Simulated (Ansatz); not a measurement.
HfHOF₃ and related structures: several calculations on one system

### Relaxation

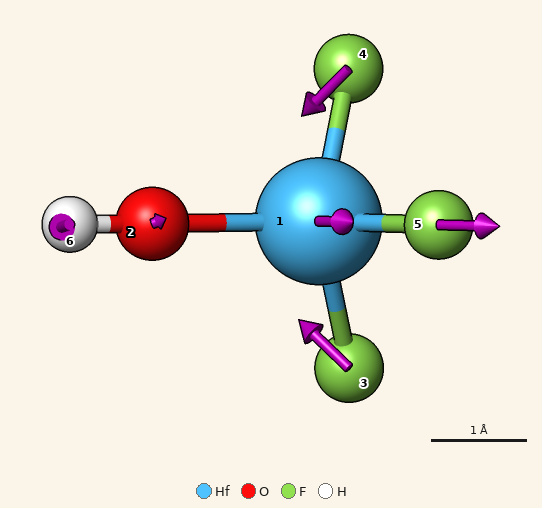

A relaxation of HfHOF3. The starting structure is drawn; purple arrows show the displacements, magnified 20 times. The two geometries are superimposed by the best rigid fit.

Style: ball-and-stick. Shown at a tilt.

It is one of the separated reactants of a reaction.

Computed with RKS PBE0-D4/def2-TZVP (Ansatz 0.2.0).

The input:
```yaml
crystal:
  periodic: [false, false, false]
  atoms:
    - {symbol: Hf, position_ang: [0.050531, 0.815012, -0.248522]}
    - {symbol: O, position_ang: [1.484998, -0.434345, -0.254861]}
    - {symbol: F, position_ang: [-1.350557, 0.265738, -1.424330]}
    - {symbol: F, position_ang: [-0.606199, 1.108973, 1.520712]}
    - {symbol: F, position_ang: [0.696851, 2.487087, -0.890133]}
    - {symbol: H, position_ang: [2.217667, -1.040934, -0.258894]}
basis:
  gaussian: {orbitals: def2-TZVP}
hamiltonian: {xc: pbe0, dispersion: d4}
relax: {f_tol: 0.005, max_steps: 200}
```

Run as
```bash
ansatz run in.yaml --threads 8 --pin off --events-out ev --progress --plain --max-ram 19148MiB
```

Question: What did the optimiser do to the structure, and how much energy did it gain?

Answer: After 4 geometry steps the energy has fallen by 0.73 kJ/mol. The largest force component goes from 0.2 to 0.00071 eV/Å. The largest moves after the best rigid fit, 0.040 Å, are those of F3 and F5. Largest moves by element: F 0.040 Å, Hf 0.037 Å, H 0.032 Å, O 0.009 Å. Bond angles that change, for instance: F3–Hf1–F4 111.2° → 108.9°. The run took 4.5 s on 8 threads of Intel Xeon 6975P-C (shared host).

### Relaxation

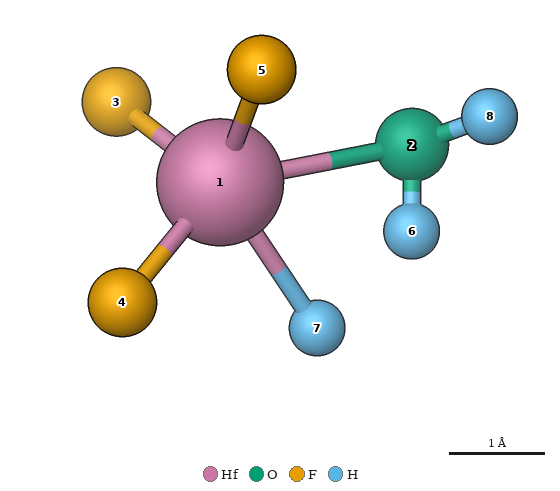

Starting structure of HfH3OF3 (started from a transition state, displaced along its imaginary mode). Style: ball-and-stick. Shown at a tilt.

Computed with RKS PBE0-D4/def2-TZVP (Ansatz 0.2.0).

Input
```yaml
crystal:
  periodic: [false, false, false]
  atoms:
    - {symbol: Hf, position_ang: [-0.495337, 0.624809, -0.079635]}
    - {symbol: O, position_ang: [0.882484, -1.089126, -0.423670]}
    - {symbol: F, position_ang: [-1.439716, 0.650284, -1.714083]}
    - {symbol: F, position_ang: [-1.510672, 1.516276, 1.235860]}
    - {symbol: F, position_ang: [1.042895, 1.806666, -0.114728]}
    - {symbol: H, position_ang: [0.455108, -1.336862, 0.342496]}
    - {symbol: H, position_ang: [-0.781900, -1.020275, 0.975438]}
    - {symbol: H, position_ang: [1.847237, -1.151772, -0.221678]}
basis:
  gaussian: {orbitals: def2-TZVP}
hamiltonian: {xc: pbe0, dispersion: d4}
relax: {f_tol: 0.005, max_steps: 200}
```

Run as
```bash
ansatz run in.yaml --threads 8 --pin off --events-out ev --progress --plain --max-ram 19148MiB
```

Q: Predict the outcome.

A: The energy falls by 14.5 kcal/mol in 15 geometry steps. The largest force component goes from 4.2 to 0.001 eV/Å. H6 moves most after the best rigid fit: 0.83 Å. By element the largest moves are H 0.83 Å, F 0.56 Å, Hf 0.23 Å, O 0.12 Å. Some distances before and after: Hf1–O2 2.226 → 2.356 Å, Hf1–H7 1.975 → 1.863 Å, O2–H6 0.912 → 0.962 Å, O2–H8 0.988 → 0.964 Å. Among the angles between lasting bonds that change: Hf1–O2–H6 77.8° → 117.5°, O2–Hf1–F4 143.6° → 170.2°, Hf1–O2–H8 128.5° → 111.7°.

History of the run:

```json
{"step": "0", "E − E(0), kcal/mol": "0.00", "largest force component, eV/Å": "4.1837"}
{"step": "1", "E − E(0), kcal/mol": "-9.24", "largest force component, eV/Å": "0.6243"}
{"step": "2", "E − E(0), kcal/mol": "-10.67", "largest force component, eV/Å": "1.0526"}
{"step": "3", "E − E(0), kcal/mol": "-12.04", "largest force component, eV/Å": "1.0057"}
{"step": "4", "E − E(0), kcal/mol": "-13.21", "largest force component, eV/Å": "0.8623"}
{"step": "5", "E − E(0), kcal/mol": "-14.16", "largest force component, eV/Å": "0.3075"}
{"step": "6", "E − E(0), kcal/mol": "-14.39", "largest force component, eV/Å": "0.1418"}
{"step": "7", "E − E(0), kcal/mol": "-14.43", "largest force component, eV/Å": "0.0570"}
{"step": "8", "E − E(0), kcal/mol": "-14.45", "largest force component, eV/Å": "0.1059"}
{"step": "9", "E − E(0), kcal/mol": "-14.47", "largest force component, eV/Å": "0.0395"}
{"step": "10", "E − E(0), kcal/mol": "-14.48", "largest force component, eV/Å": "0.0175"}
{"step": "11", "E − E(0), kcal/mol": "-14.48", "largest force component, eV/Å": "0.0287"}
{"step": "12", "E − E(0), kcal/mol": "-14.48", "largest force component, eV/Å": "0.0061"}
{"step": "13", "E − E(0), kcal/mol": "-14.48", "largest force component, eV/Å": "0.0089"}
{"step": "14", "E − E(0), kcal/mol": "-14.48", "largest force component, eV/Å": "0.0076"}
{"step": "15", "E − E(0), kcal/mol": "-14.48", "largest force component, eV/Å": "0.0010"}
```

The structure at the end:

```xyz
8

Hf   -0.5961    0.6570    0.1245
O     0.9107   -1.0332   -0.5280
F    -1.4116    0.3678   -1.5722
F    -1.6972    1.9668    0.9508
F     1.1502    1.4642    0.2450
H     0.7767   -1.9128   -0.1626
H    -0.9578   -0.7338    1.3096
H     1.8252   -0.7760   -0.3671
```

After the run, drawn alike:

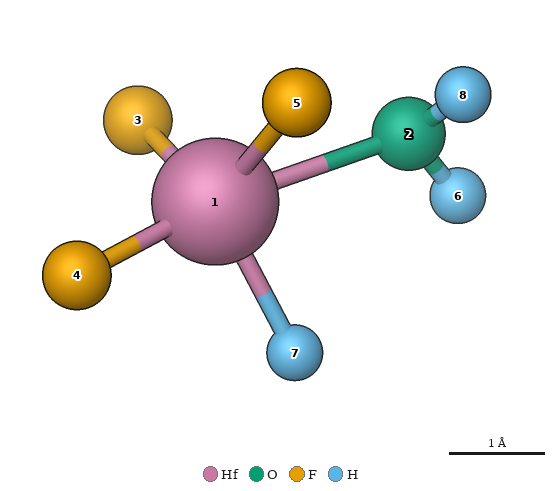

### Reaction

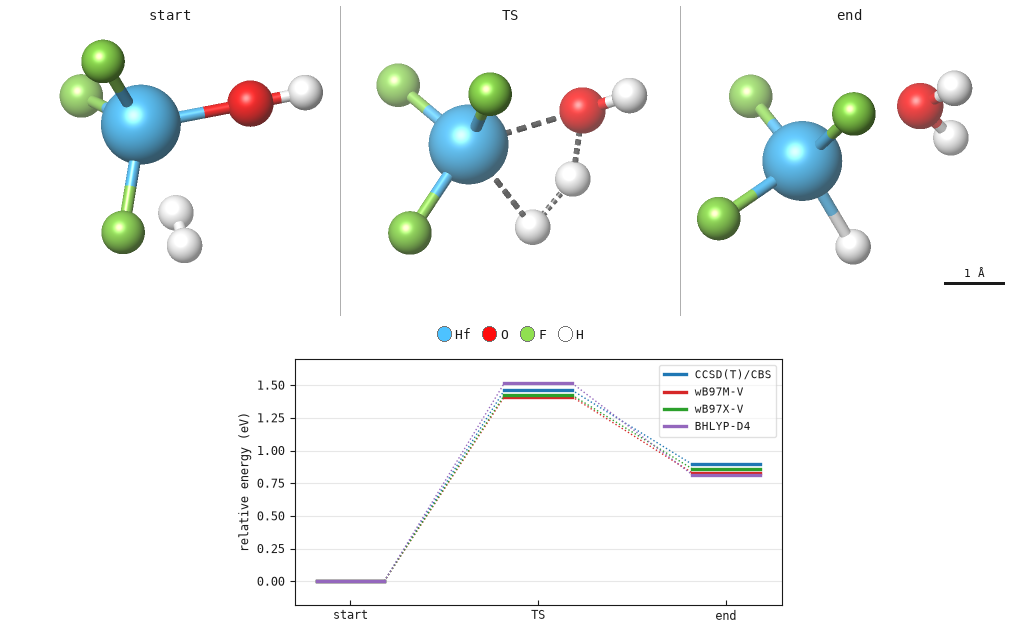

A reaction step of HfH$_{3}$OF$_{3}$, with its energy diagram. A ball-and-stick model, seen at a tilt. Dashed sticks mark bonds that form or break.

Stationary points at PBE0-D4/def2-TZVP, single-point energies with CCSD(T)/CBS, wB97M-V, wB97X-V, BHLYP-D4 (def2-TZVPP where no basis is named; Ansatz 0.2.0). The energies are electronic, without zero-point or thermal terms, and both ends are the minima reached downhill from the saddle, with any fragments still in contact. CCSD(T)/CBS stands for a frozen-core estimate: MP2 correlation extrapolated from def2-TZVPP and def2-QZVPP, CCSD(T) minus MP2 from the smaller set. Elements past krypton carry the basis set's effective core potentials.

> What happens, and what does it cost?

Counted by bonded pieces, the start holds HfHOF₃ + H₂ and the end holds HfHF₃ + H₂O. From the start over the saddle to the end, bonds form: H–Hf (2.95 → 2.05 → 1.86 Å), H–O (3.16 → 1.20 → 0.96 Å). Bonds break: Hf–O (1.90 → 2.14 → 2.36 Å), H–H (0.75 → 1.06 → 2.56 Å). The saddle has one imaginary mode, 1079i cm⁻¹. With CCSD(T)/CBS the barrier is 1.46 eV from the start and 0.57 eV from the end, and the end lies 0.90 eV above the start.

```
      level  barrier from the start (eV)  barrier from the end (eV)  the end less the start (eV)
CCSD(T)/CBS                         1.46                       0.57                         0.90
    wB97M-V                         1.41                       0.58                         0.83
    wB97X-V                         1.42                       0.56                         0.86
   BHLYP-D4                         1.52                       0.70                         0.82
```

Limits of the set-up: the start holds two separate molecules, 2.7 Å apart at their closest, whose relative position is a soft coordinate.
